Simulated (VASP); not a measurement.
Band structure of Co (hcp). These are LDA (Ceperley-Alder, Perdew-Zunger) with spin-orbit coupling, VASP's LDA PAW potentials (set 64) (plane waves; VASP 6.6.1) values and carry that method's errors.

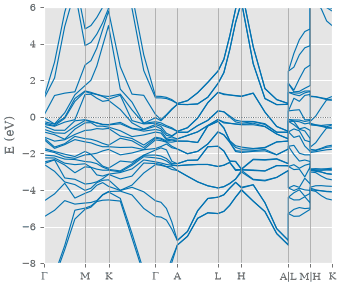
Bands along high-symmetry lines, zero at the valence-band maximum or, without a gap, the Fermi level

Q: Read the plot: is there a gap, and where are the band edges?

A: It has no gap at this level: it comes out as a metal or semimetal.

The compound is Co in the hcp structure. It was relaxed first, which changed the volume by -10 %.
